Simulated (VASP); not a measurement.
Shape and ions are relaxed at each volume.

Energy against volume of Sb (a7). Method: revTPSS meta-GGA, VASP's PBE PAW potentials (set 64) (plane waves; VASP 6.6.1).

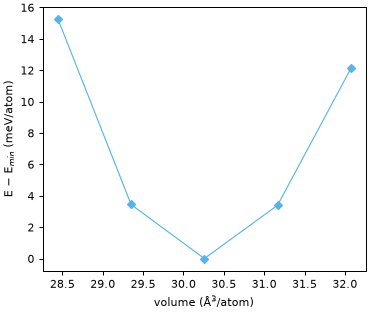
Figure: Energy against volume

Task: Estimate the equilibrium volume and the bulk modulus.

Result: The minimum lies near 30.2 Å³/atom, and the curvature gives B0 of about 40 GPa.

Measured: bulk modulus 39.5 GPa at 0 K (computed value off by +0.9 %), as given by K. Lejaeghere et al., Critical reviews in solid state and materials sciences/CRC critical reviews in solid state and materials sciences (2013), arXiv:1204.2733 [extrapolated to 0 K and zero-point effects removed (source: thermally corrected experimental values)].

The compound is Sb in the a7 structure. It was relaxed first.
